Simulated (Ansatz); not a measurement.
# CH₄O + HS radical: a complex and its separated parts

Aim: how far the complex at one end of a reaction step lies below its separated, relaxed parts, level by level.

Program: Ansatz 0.2.0, Gaussian basis. Level of theory: PBE0-D4/def2-TZVP structures, single points in def2-TZVPP, no counterpoise correction. These are calculated values, not measurements.

Levels: SPW92, PBE-D4, BLYP-D4, r2SCAN-D4, B97M-V, PBE0-D4, B3LYP-D4, r2SCAN0-D4, BHLYP-D4, CAM-B3LYP-D4, wB97X-V, wB97M-V, B2PLYP, PBE-QIDH, RPA on PBE, Hartree-Fock, MP2, CCSD, CCSD(T).

Cores are frozen in the correlated methods. Orbitals are unrestricted. B3LYP uses VWN-RPA correlation. B2PLYP carries no dispersion term here.

21 further runs of the same task are left out: 21 set aside as unsound or not needed.

### 1 Where the work starts

The complex: 8 atoms, charge 0, spin multiplicity 2.

Atoms are counted from 1 here; the program's logs count them from 0.

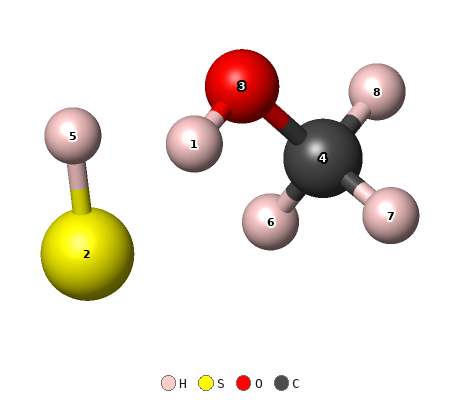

The starting geometry (hydrogen pink, sulfur yellow, oxygen red, carbon dark grey); atoms are numbered from 1 in the order of the file.

Geometry (Å):

```xyz
8

H     0.4132   -0.3727   -0.3422
S     2.6728    0.2607   -1.1022
O    -0.3491   -0.7638    0.1015
C    -1.2354    0.2693    0.4532
H     2.9814   -1.0123   -0.7897
H    -1.6189    0.8089   -0.4225
H    -0.7805    0.9980    1.1369
H    -2.0835   -0.1880    0.9650
```

Its parts: CH₄O holds atoms 1, 3, 4, 6, 7, 8; HS radical holds atoms 2, 5. Each part counts its atoms afresh in its own runs.

### 2 Relaxing CH₄O alone

File relax-a/in.yaml:

```yaml
crystal:
  periodic: [false, false, false]
  atoms:
    - {symbol: H, position_ang: [0.413192, -0.372693, -0.342215]}
    - {symbol: O, position_ang: [-0.349075, -0.763802, 0.101491]}
    - {symbol: C, position_ang: [-1.235397, 0.269275, 0.453231]}
    - {symbol: H, position_ang: [-1.618865, 0.808905, -0.422475]}
    - {symbol: H, position_ang: [-0.780489, 0.997971, 1.136913]}
    - {symbol: H, position_ang: [-2.083546, -0.188027, 0.964965]}
basis:
  gaussian: {orbitals: def2-TZVP}
hamiltonian: {xc: pbe0, dispersion: d4}
relax: {f_tol: 0.005, max_steps: 200}
```

No record of the launch command was kept for these runs.

Output (excerpt; [...] marks lines left out):

```text
Functional definition: PBE0
  name "PBE0"
  cite "Adamo & Barone, J. Chem. Phys. 110, 6158 (1999) doi:10.1063/1.478522"
  cite "Perdew, Burke & Ernzerhof, Phys. Rev. Lett. 77, 3865 (1996) doi:10.1103/PhysRevLett.77.3865"
  parent pbe
[...]
507 factors; their error is unknown
[...]
mean field -3146.64907564 eV, -115.6372206546 hartree, gradient 1.9e-5 eV, S^2 0.000000; 0 other end points of the search recorded, 0 dependent functions left out
[...]
reference -3146.64909811 eV, -115.6372214801 hartree; 9, 9 occupied and 77, 77 virtual orbitals, 507 factors
relax step   1: F+E_penalty+E_count = -3146.68266582 eV  Δ(F+E_penalty+E_count) = +0.000e0 eV  max|allowed force component| = 2.741e-1 eV/Å  Δτ_max = 0.0000 Å  (23 SCF iters, accepted)
[...]
relax step   3: F+E_penalty+E_count = -3146.68378973 eV  Δ(F+E_penalty+E_count) = -1.125e-4 eV  max|allowed force component| = 1.193e-2 eV/Å  Δτ_max = 0.0016 Å  (28 SCF iters, accepted)
[...]
relax step   4: F+E_penalty+E_count = -3146.68379948 eV  Δ(F+E_penalty+E_count) = -9.751e-6 eV  max|allowed force component| = 2.753e-3 eV/Å  Δτ_max = 0.0027 Å  (29 SCF iters, accepted)
507 factors; their error is unknown
mean field -3146.65022613 eV, -115.6372629341 hartree, gradient 1.3e-5 eV, S^2 0.000000; 1 other end points of the search recorded, 0 dependent functions left out
[...]
reference -3146.65024852 eV, -115.6372637571 hartree; 9, 9 occupied and 77, 77 virtual orbitals, 507 factors
Total energy: -3146.68382188 eV, -115.6384975550 hartree
Atom 0 at     0.408678    -0.376501    -0.344998 Å, force     0.000140    -0.001382    -0.000206 eV/Å
Atom 1 at    -0.345842    -0.762546     0.104189 Å, force    -0.000180     0.002753    -0.000023 eV/Å
Atom 2 at    -1.235413     0.272700     0.453865 Å, force     0.000232    -0.001757     0.000164 eV/Å
Atom 3 at    -1.617940     0.809376    -0.423284 Å, force     0.000085     0.000074     0.000039 eV/Å
Atom 4 at    -0.782361     0.999419     1.139682 Å, force    -0.000179     0.000133     0.000077 eV/Å
Atom 5 at    -2.081302    -0.190819     0.962457 Å, force    -0.000098     0.000179    -0.000051 eV/Å
Dipole moment:     0.066550     0.333609    -0.075738 e Å
```

Run time: 1.8 s. Hardware: 4 threads, shared host.

Step by step:

| step | energy from step 1 (eV) | largest force component (eV/Å) |
| --- | --- | --- |
| 1 | 0.0000 | 0.2741 |
| 2 | -0.0010 | 0.0828 |
| 3 | -0.0011 | 0.0119 |
| 4 | -0.0011 | 0.0028 |

Close pairs (by a distance rule), those that changed most:

| bond | before (Å) | after (Å) | change (Å) |
| --- | --- | --- | --- |
| H1–O2 | 0.965 | 0.959 | -0.006 |
| O2–C3 | 1.406 | 1.409 | +0.003 |
| C3–H5 | 1.098 | 1.097 | -0.001 |
| C3–H4 | 1.098 | 1.097 | -0.001 |
| C3–H6 | 1.091 | 1.090 | -0.001 |

### 3 Relaxing HS radical alone

File relax-b/in.yaml:

```yaml
crystal:
  periodic: [false, false, false]
  atoms:
    - {symbol: S, position_ang: [2.672808, 0.260738, -1.102177]}
    - {symbol: H, position_ang: [2.981373, -1.012271, -0.789733]}
basis:
  gaussian: {orbitals: def2-TZVP}
magnetization: {spin_polarized: true, initial_magnetization: 1}
hamiltonian: {xc: pbe0, dispersion: d4}
relax: {f_tol: 0.005, max_steps: 200}
```

Output (excerpt; [...] marks lines left out):

```text
[... 5 set-up lines as earlier in the session ...]
[...]
315 factors; their error is unknown
[...]
mean field -10846.79026854 eV, -398.6121901504 hartree, gradient 3.4e-5 eV, S^2 0.755372; 0 other end points of the search recorded, 0 dependent functions left out
[...]
reference -10846.79028480 eV, -398.6121907479 hartree; 9, 8 occupied and 34, 35 virtual orbitals, 315 factors
relax step   1: F+E_penalty+E_count = -10846.79531893 eV  Δ(F+E_penalty+E_count) = +0.000e0 eV  max|allowed force component| = 2.089e-2 eV/Å  Δτ_max = 0.0000 Å  (26 SCF iters, accepted)
[...]
relax step   2: F+E_penalty+E_count = -10846.79532688 eV  Δ(F+E_penalty+E_count) = -7.948e-6 eV  max|allowed force component| = 8.009e-3 eV/Å  Δτ_max = 0.0003 Å  (20 SCF iters, accepted)
[...]
relax step   3: F+E_penalty+E_count = -10846.79532824 eV  Δ(F+E_penalty+E_count) = -1.367e-6 eV  max|allowed force component| = 1.045e-5 eV/Å  Δτ_max = 0.0002 Å  (19 SCF iters, accepted)
315 factors; their error is unknown
[...]
mean field -10846.79027836 eV, -398.6121905111 hartree, gradient 3.2e-5 eV, S^2 0.755371; 1 other end points of the search recorded, 0 dependent functions left out
[...]
reference -10846.79029462 eV, -398.6121911086 hartree; 9, 8 occupied and 34, 35 virtual orbitals, 315 factors
Total energy: -10846.79534450 eV, -398.6123766884 hartree
Atom 0 at     2.672905     0.260340    -1.102079 Å, force    -0.000003     0.000010    -0.000003 eV/Å
Atom 1 at     2.981276    -1.011873    -0.789831 Å, force     0.000003    -0.000010     0.000003 eV/Å
Dipole moment:     0.042867    -0.176852     0.043406 e Å
```

It took 0.65 s on 4 threads, shared host.

Relaxation path:

| step | energy from step 1 (eV) | largest force component (eV/Å) |
| --- | --- | --- |
| 1 | 0.0000 | 0.0209 |
| 2 | 0.0000 | 0.0080 |
| 3 | 0.0000 | 0.0000 |

The bond:

| bond | before (Å) | after (Å) | change (Å) |
| --- | --- | --- | --- |
| S1–H2 | 1.347 | 1.346 | -0.001 |

### 4 wB97M-V/def2-TZVPP

File parta/in.yaml:

```yaml
crystal:
  periodic: [false, false, false]
  atoms:
    - {symbol: H, position_ang: [0.408678, -0.376501, -0.344998]}
    - {symbol: O, position_ang: [-0.345842, -0.762546, 0.104189]}
    - {symbol: C, position_ang: [-1.235413, 0.272700, 0.453865]}
    - {symbol: H, position_ang: [-1.617940, 0.809376, -0.423284]}
    - {symbol: H, position_ang: [-0.782361, 0.999419, 1.139682]}
    - {symbol: H, position_ang: [-2.081302, -0.190819, 0.962457]}
basis:
  gaussian: {orbitals: def2-TZVPP}
hamiltonian: {xc: {name: wB97M-V}}
```

File partb/in.yaml:

```yaml
crystal:
  periodic: [false, false, false]
  atoms:
    - {symbol: S, position_ang: [2.672905, 0.260340, -1.102079]}
    - {symbol: H, position_ang: [2.981276, -1.011873, -0.789831]}
basis:
  gaussian: {orbitals: def2-TZVPP}
magnetization: {spin_polarized: true, initial_magnetization: 1}
hamiltonian: {xc: {name: wB97M-V}}
```

Output in parta (excerpt; [...] marks lines left out):

```text
Functional definition: wB97M-V
  name "wB97M-V"
  cite "Mardirossian & Head-Gordon, J. Chem. Phys. 144, 214110 (2016) doi:10.1063/1.4952647"
  cite "Becke, J. Chem. Phys. 107, 8554 (1997) doi:10.1063/1.475007"
  cite "Vydrov & Van Voorhis, J. Chem. Phys. 133, 244103 (2010) doi:10.1063/1.3521275"
  # Of w^i u^j: cxij and so on, Table III.
[...]
  gx(w, u) = 1 - cx + cx01*u + cx10*w
  gss(w, u) = css00 + css04*u^4 + css10*w + css20*w^2 + css43*w^4*u^3
  gos(w, u) = cos00 + cos10*w + (cos20 + cos21*u)*w^2 + (cos60 + cos61*u)*w^6
[...]
      + integral(e_c_pw_mod_opposite_spin*gos(b97_w_opposite, b97_u_opposite)) + vv10(b, c)
567 factors; their error is unknown
150 factors; integrals over basis functions are off by at most 1.1e-5 eV
[...]
mean field -3148.83979302 eV, -115.7177280334 hartree, gradient 3.0e-5 eV, S^2 0.000000; 0 other end points of the search recorded, 0 dependent functions left out
reference -3148.83982661 eV, -115.7177292678 hartree; 9, 9 occupied and 109, 109 virtual orbitals, 567 factors
Total energy: -3148.83982661 eV, -115.7177292678 hartree
```

Log of partb (excerpt; [...] marks lines left out):

```text
[... 5 set-up lines as earlier in the session ...]
  # Of w^i u^j: cxij and so on, Table III.
[...]
  gx(w, u) = 1 - cx + cx01*u + cx10*w
  gss(w, u) = css00 + css04*u^4 + css10*w + css20*w^2 + css43*w^4*u^3
  gos(w, u) = cos00 + cos10*w + (cos20 + cos21*u)*w^2 + (cos60 + cos61*u)*w^6
[...]
      + integral(e_c_pw_mod_opposite_spin*gos(b97_w_opposite, b97_u_opposite)) + vv10(b, c)
350 factors; their error is unknown
66 factors; integrals over basis functions are off by at most 5.8e-5 eV
[...]
mean field -10849.89675486 eV, -398.7263514168 hartree, gradient 3.9e-5 eV, S^2 0.752508; 0 other end points of the search recorded, 0 dependent functions left out
reference -10849.89678013 eV, -398.7263523457 hartree; 9, 8 occupied and 47, 48 virtual orbitals, 350 factors
Total energy: -10849.89678013 eV, -398.7263523457 hartree
```

Times: 1.2 s (parta), 0.55 s (partb) on 4 threads, shared host; peak memory 0.18 GiB.

### 5 CCSD(T)/def2-TZVPP

Edit parta/in.yaml of step 4 so:

```diff
@@ -11,2 +11,2 @@
   gaussian: {orbitals: def2-TZVPP}
-hamiltonian: {xc: {name: wB97M-V}}
+correlation: {method: ccsd_t}
```

Edit partb/in.yaml of step 4 so:

```diff
@@ -8,2 +8,3 @@
 magnetization: {spin_polarized: true, initial_magnetization: 1}
-hamiltonian: {xc: {name: wB97M-V}}
+correlation: {method: ccsd_t}
+scf: {omitted_lower_state_checks: [cluster_reference]}
```

Output in parta (excerpt; [...] marks lines left out):

```text
Functional definition: HF
  name "HF"
  cite "Fock, Z. Phys. 61, 126 (1930) doi:10.1007/BF01340294"
[... 1 set-up line as earlier in the session ...]
[...]
698 factors; integrals over basis functions are off by at most 8.5e-4 eV
[...]
mean field -3131.89474766 eV, -115.0950091020 hartree, gradient 1.1e-6 eV, S^2 0.000000; 0 other end points of the search recorded, 0 dependent functions left out
2 core orbitals not correlated: weight in the atoms' cores, before any rotation towards them, 1.000 or more for the frozen orbitals, at most 0.000 for the correlated occupied ones
reference -3131.89474766 eV, -115.0950091020 hartree; 7, 7 occupied and 109, 109 virtual orbitals, 698 factors
second order -11.61493032 eV of doubles, -0.00000000 eV of singles
cycle   1  -11.82319694 eV  change   -2.1e-1 eV  update   6.1e-2
[...]
cycle   9  -12.12893126 eV  change   -9.6e-7 eV  update   5.9e-6
perturbative correction -0.39733129 eV, -0.0146016555 hartree
Total energy: -3144.42101021 eV, -115.5553407601 hartree
```

Output in partb (excerpt; [...] marks lines left out):

```text
[... 4 set-up lines as earlier in the session ...]
[...]
313 factors; integrals over basis functions are off by at most 1.3e-3 eV
[...]
mean field -10832.81799808 eV, -398.0987186818 hartree, gradient 2.6e-6 eV, S^2 0.763752; 2 other end points of the search recorded, 0 dependent functions left out
5 core orbitals not correlated: weight in the atoms' cores, before any rotation towards them, 1.000 or more for the frozen orbitals, at most 0.000 for the correlated occupied ones
reference -10832.81799808 eV, -398.0987186818 hartree; 4, 3 occupied and 47, 48 virtual orbitals, 313 factors
second order -4.12504721 eV of doubles, -0.00000000 eV of singles
cycle   1  -4.62878734 eV  change   -5.0e-1 eV  update   4.8e-2
[...]
cycle   9  -4.80860841 eV  change    1.9e-6 eV  update   3.8e-6
perturbative correction -0.16985183 eV, -0.0062419396 hartree
Total energy: -10837.79645832 eV, -398.2816737209 hartree
Checks for a lower state left out: cluster_reference
```

They took 1.9 s (parta), 0.35 s (partb) on 4 threads, shared host; peak memory 0.51 GiB.

### 6 Vibrations of CH₄O

File vib-parta/in.yaml:

```yaml
crystal:
  periodic: [false, false, false]
  atoms:
    - {symbol: H, position_ang: [0.408678, -0.376501, -0.344998]}
    - {symbol: O, position_ang: [-0.345842, -0.762546, 0.104189]}
    - {symbol: C, position_ang: [-1.235413, 0.272700, 0.453865]}
    - {symbol: H, position_ang: [-1.617940, 0.809376, -0.423284]}
    - {symbol: H, position_ang: [-0.782361, 0.999419, 1.139682]}
    - {symbol: H, position_ang: [-2.081302, -0.190819, 0.962457]}
basis:
  gaussian: {orbitals: def2-TZVP}
hamiltonian: {xc: pbe0, dispersion: d4}
phonons: {temperatures: {t_min: 298.15, t_max: 900, t_step: 200}}
```

Output (excerpt; [...] marks lines left out):

```text
[... 5 set-up lines as earlier in the session ...]
[...]
507 factors; their error is unknown
[...]
mean field -3146.65022612 eV, -115.6372629339 hartree, gradient 1.9e-5 eV, S^2 0.000000; 0 other end points of the search recorded, 0 dependent functions left out
[...]
reference -3146.65024852 eV, -115.6372637570 hartree; 9, 9 occupied and 77, 77 virtual orbitals, 507 factors
[... from here to the last solve, the lines of the solves are left out (35 solves) ...]
507 factors; their error is unknown
mean field -3146.65019313 eV, -115.6372617215 hartree, gradient 9.5e-7 eV, S^2 0.000000; 0 other end points of the search recorded, 0 dependent functions left out
[...]
reference -3146.65021553 eV, -115.6372625445 hartree; 9, 9 occupied and 77, 77 virtual orbitals, 507 factors
Total energy: -3146.68382187 eV, -115.6384975549 hartree
Atom 0 at     0.408678    -0.376501    -0.344998 Å, force     0.000150    -0.001373    -0.000208 eV/Å
Atom 1 at    -0.345842    -0.762546     0.104189 Å, force    -0.000201     0.002751    -0.000015 eV/Å
Atom 2 at    -1.235413     0.272700     0.453865 Å, force     0.000231    -0.001788     0.000154 eV/Å
Atom 3 at    -1.617940     0.809376    -0.423284 Å, force     0.000081     0.000081     0.000036 eV/Å
Atom 4 at    -0.782361     0.999419     1.139682 Å, force    -0.000171     0.000148     0.000087 eV/Å
Atom 5 at    -2.081302    -0.190819     0.962457 Å, force    -0.000090     0.000182    -0.000054 eV/Å
Dipole moment:     0.066550     0.333609    -0.075739 e Å
Vibrations: 307.34 1064.18 1107.50 1173.58 1374.09 1476.98 1489.95 1505.46 3005.23 3057.50 3131.46 3878.92 cm⁻¹, zero-point energy 1.399298 eV
```

Run time: 8.5 s. Hardware: 4 threads, shared host.

The modes, with what each moves most:

| mode | wavenumber (cm⁻¹) | character |
| --- | --- | --- |
| 1 | 307 | torsion |
| 2 | 1064 | bend |
| 3 | 1108 | C–O stretch |
| 4 | 1174 | bend |
| 5 | 1374 | bend |
| 6 | 1477 | bend |
| 7 | 1490 | bend |
| 8 | 1505 | bend |
| 9 | 3005 | C–H stretch |
| 10 | 3058 | C–H stretch |
| 11 | 3131 | C–H stretch |
| 12 | 3879 | O–H stretch |

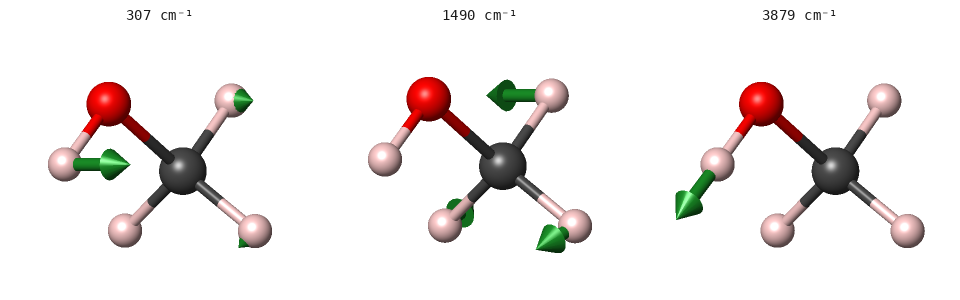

Displacements of 3 modes, as arrows.

Vibrational sums (real modes only):

| T (K) | entropy (J/mol/K) | heat capacity (J/mol/K) |
| --- | --- | --- |
| 298 | 6.7 | 11.8 |
| 498 | 16.6 | 28.3 |
| 698 | 28.6 | 42.8 |
| 898 | 40.8 | 54.0 |

### 7 Vibrations of HS radical

File vib-partb/in.yaml:

```yaml
crystal:
  periodic: [false, false, false]
  atoms:
    - {symbol: S, position_ang: [2.672905, 0.260340, -1.102079]}
    - {symbol: H, position_ang: [2.981276, -1.011873, -0.789831]}
basis:
  gaussian: {orbitals: def2-TZVP}
magnetization: {spin_polarized: true, initial_magnetization: 1}
hamiltonian: {xc: pbe0, dispersion: d4}
phonons: {temperatures: {t_min: 298.15, t_max: 900, t_step: 200}}
```

Output (excerpt; [...] marks lines left out):

```text
[... 5 set-up lines as earlier in the session ...]
[...]
315 factors; their error is unknown
[...]
mean field -10846.79027836 eV, -398.6121905111 hartree, gradient 3.4e-5 eV, S^2 0.755372; 0 other end points of the search recorded, 0 dependent functions left out
[...]
reference -10846.79029462 eV, -398.6121911086 hartree; 9, 8 occupied and 34, 35 virtual orbitals, 315 factors
[...]
315 factors; their error is unknown
mean field -10846.79027836 eV, -398.6121905111 hartree, gradient 1.3e-6 eV, S^2 0.755371; 0 other end points of the search recorded, 0 dependent functions left out
[...]
reference -10846.79029461 eV, -398.6121911086 hartree; 9, 8 occupied and 34, 35 virtual orbitals, 315 factors
[...]
315 factors; their error is unknown
[...]
mean field -10846.79019737 eV, -398.6121875348 hartree, gradient 1.5e-6 eV, S^2 0.755370; 0 other end points of the search recorded, 0 dependent functions left out
[...]
reference -10846.79021362 eV, -398.6121881322 hartree; 9, 8 occupied and 34, 35 virtual orbitals, 315 factors
[...]
315 factors; their error is unknown
mean field -10846.79019509 eV, -398.6121874509 hartree, gradient 2.4e-6 eV, S^2 0.755373; 0 other end points of the search recorded, 0 dependent functions left out
[...]
reference -10846.79021135 eV, -398.6121880485 hartree; 9, 8 occupied and 34, 35 virtual orbitals, 315 factors
Total energy: -10846.79534450 eV, -398.6123766884 hartree
Atom 0 at     2.672905     0.260340    -1.102079 Å, force     0.000001    -0.000004     0.000001 eV/Å
Atom 1 at     2.981276    -1.011873    -0.789831 Å, force    -0.000001     0.000004    -0.000001 eV/Å
Dipole moment:     0.042867    -0.176852     0.043406 e Å
Vibrations: 2704.32 cm⁻¹, zero-point energy 0.167646 eV
```

Wall time 1.4 s (4 threads, shared host).

The modes, with what each moves most:

| mode | wavenumber (cm⁻¹) | character |
| --- | --- | --- |
| 1 | 2704 | S–H stretch |

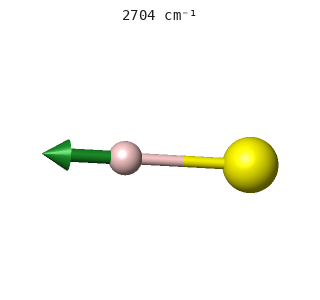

Displacements of 1 modes, as arrows.

Vibrational sums (real modes only):

| T (K) | entropy (J/mol/K) | heat capacity (J/mol/K) |
| --- | --- | --- |
| 298 | 0.0 | 0.0 |
| 498 | 0.0 | 0.2 |
| 698 | 0.2 | 1.0 |
| 898 | 0.6 | 2.1 |

### 8 Complex less separated parts

The complex's own energies come from single points at the same levels. Levels not printed above were run the same way.

Rows are in def2-TZVPP; times add the 3 runs of a level on a shared host, so small differences are noise.

Differences are taken before rounding.

| method | rung | complex less parts (kJ/mol) | from CCSD(T) (kJ/mol) | time |
| --- | --- | --- | --- | --- |
| SPW92 | LDA | -30.9 | -19.6 | 3.4 s |
| PBE-D4 | GGA | -20.6 | -9.2 | 5.5 s |
| BLYP-D4 | GGA | -18.8 | -7.5 | 5.1 s |
| r2SCAN-D4 | meta-GGA | -14.2 | -2.9 | 11 s |
| B97M-V | meta-GGA | -13.6 | -2.3 | 18 s |
| PBE0-D4 | hybrid | -14.7 | -3.4 | 5.2 s |
| B3LYP-D4 | hybrid | -14.1 | -2.8 | 5.2 s |
| r2SCAN0-D4 | hybrid | -13.0 | -1.7 | 10 s |
| BHLYP-D4 | hybrid | -12.9 | -1.6 | 5.2 s |
| CAM-B3LYP-D4 | range-separated hybrid | -14.1 | -2.7 | 6.3 s |
| wB97X-V | range-separated hybrid | -12.5 | -1.2 | 15 s |
| wB97M-V | range-separated hybrid | -12.6 | -1.3 | 17 s |
| B2PLYP | double hybrid | -10.6 | +0.7 | 6.4 s |
| PBE-QIDH | double hybrid | -11.6 | -0.2 | 6.4 s |
| RPA on PBE | RPA | 0.9 | +12.2 | 8.6 s |
| Hartree-Fock | wavefunction | -2.6 | +8.7 |  |
| MP2 | wavefunction | -12.0 | -0.7 |  |
| CCSD | wavefunction | -9.8 | +1.5 |  |
| CCSD(T) | wavefunction | -11.3 | 0 | 75 s |

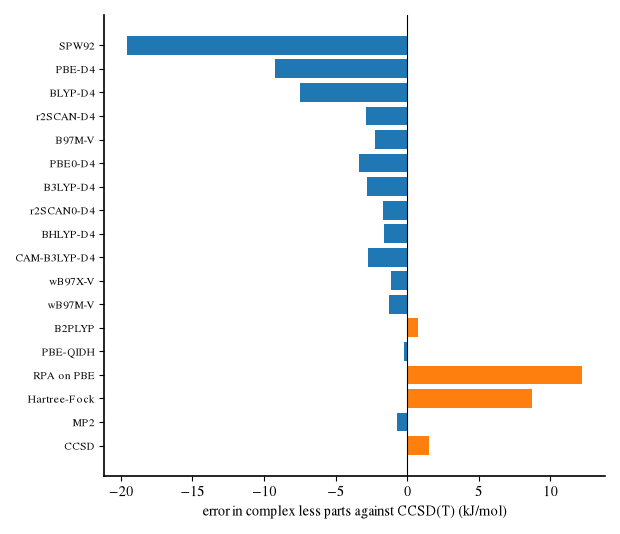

Deviations from CCSD(T), method by method.

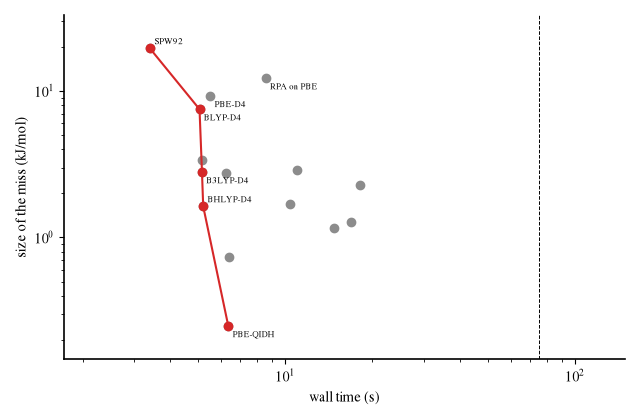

Miss against cost. Red marks the levels that no quicker level drawn beats (of those quicker than the yardstick), and the dashed line is the time of CCSD(T). Only those levels and the largest misses are named. Times are from a shared host.

PBE-QIDH reaches 0.2 kJ/mol from the reference in 6.4 s, where CCSD(T) took 75 s; the quickest level in the cost chart, SPW92, takes 3.4 s and misses by 19.6 kJ/mol.

The complex's zero-point energy, from a separate PBE0-D4 run, is 1.592 eV.

### 9 What came out

| quantity | value |
| --- | --- |
| complex less parts, CCSD(T)/def2-TZVPP | -11.3 kJ/mol |
| with zero-point energy | -8.9 kJ/mol |
| largest T1 diagnostic | 0.012 |

At CCSD(T) the complex lies 11.3 kJ/mol below its parts. PBE-QIDH is the best functional here (-0.2 kJ/mol from CCSD(T)); SPW92 is the worst (-19.6 kJ/mol). Mean unsigned error by rung: LDA 19.6, GGA 8.4, meta-GGA 2.6, hybrid 2.4, range-separated hybrid 1.7, double hybrid 0.5 kJ/mol. PBE-D4 gives a relative energy 9.2 kJ/mol too low, an error of 82 % of the reference. No counterpoise was applied, and triple zeta lacks some correlation, so the CCSD(T) reference has a basis error of its own, and close matches with it are partly luck.
